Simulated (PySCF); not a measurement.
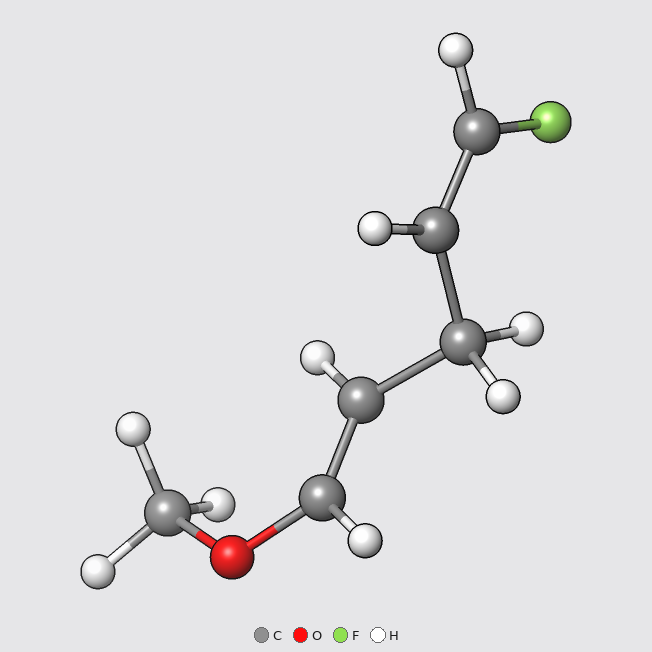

Ball-and-stick drawing of a structure. Every bond is drawn as one stick, whatever its order.

Description:

The molecule is C6H9FO. Its SMILES string is `CO/C=C/C/C=C\F`. It has no ring. Among its groups: ether, alkene, C–F bond. This geometry has C1 symmetry. Coordination: 2 C tetrahedral; 1 O bent; 4 C trigonal planar.

More results for the same structure follow; atom numbers are the same in all pictures, views and colours differ. Computed geometry: PBE0-D3(BJ)/def2-SVP optimisation. No frequency run is at hand to confirm it as a minimum.

## Electronic properties

No frequency run is at hand to confirm it as a minimum. Properties computed with B3LYP/def2-SVPD in tetrahydrofuran (IEF-PCM) (PySCF 2.14.0). Excitations: vertical, linear response.

Computed properties:

- dipole moment: 1.51 D
- HOMO energy (Kohn–Sham orbital): −6.27 eV
- LUMO energy (Kohn–Sham orbital): −0.01 eV
- HOMO–LUMO gap: 6.26 eV
- mean static polarisability: 103.8 bohr³
- lowest vertical singlet excitation: 5.59 eV
- its oscillator strength: 0.170
- brightest of the 6 lowest singlets: 6.62 eV
- its oscillator strength: 0.31

## NMR shielding

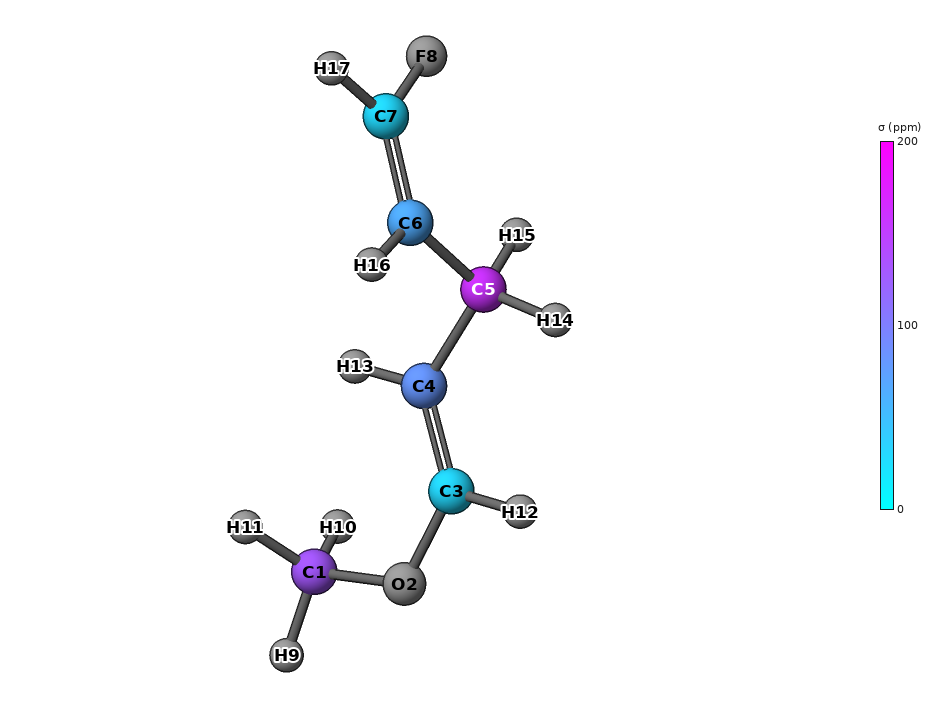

Atoms are coloured by their isotropic NMR shieldings (C only, the others grey). No frequency run is at hand to confirm it as a minimum. Properties computed with GIAO PBE0/pcSseg-1 NMR shielding, non-relativistic, IEF-PCM tetrahydrofuran (PySCF 2.14.0).

Give the isotropic NMR shieldings of the C atoms atom by atom.

```csv
atom,σ (ppm)
C1,130.0
C3,28.9
C4,81.3
C5,159.5
C6,64.8
C7,28.6
```

## Quadrupole coupling

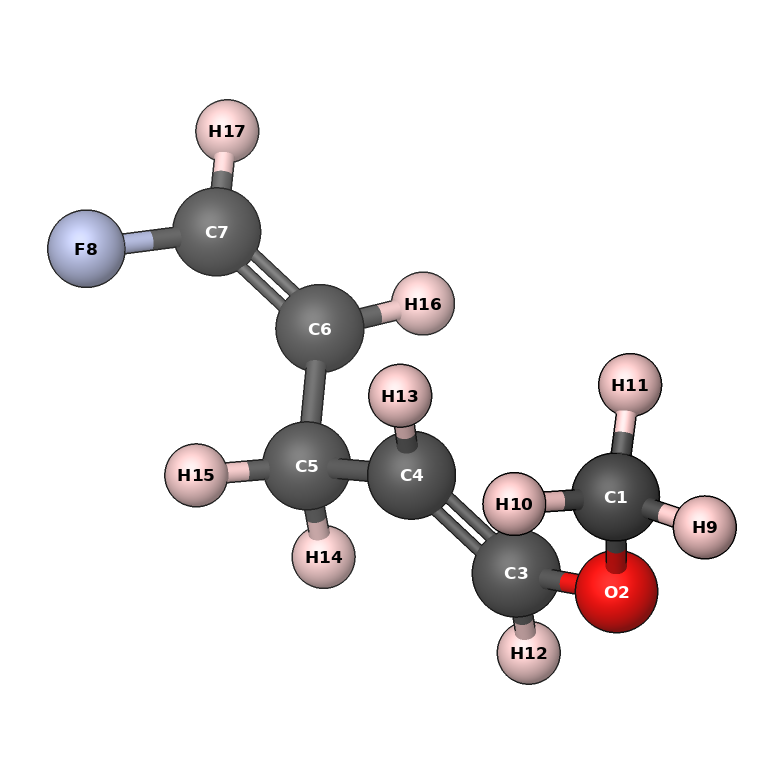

No frequency run is at hand to confirm it as a minimum. Electric field gradients from the ground-state density, PBE0/pcSseg-1 in chloroform (IEF-PCM) (PySCF 2.14.0), non-relativistic apart from any core potentials.

Give the largest field-gradient component, the quadrupole coupling constant and the asymmetry for 17O at O2 (Q = −25.6 mb), 2H at H9 (Q = 2.86 mb), 2H at H10 (Q = 2.86 mb), 2H at H11 (Q = 2.86 mb), 2H at H12 (Q = 2.86 mb).

```
atom  V_zz (a.u.)  e²qQ/h (MHz)     η
  O2        1.849        −11.12  0.63
  H9        0.288         0.194  0.08
 H10        0.273         0.183  0.08
 H11        0.273         0.183  0.08
 H12        0.293         0.197  0.11
```
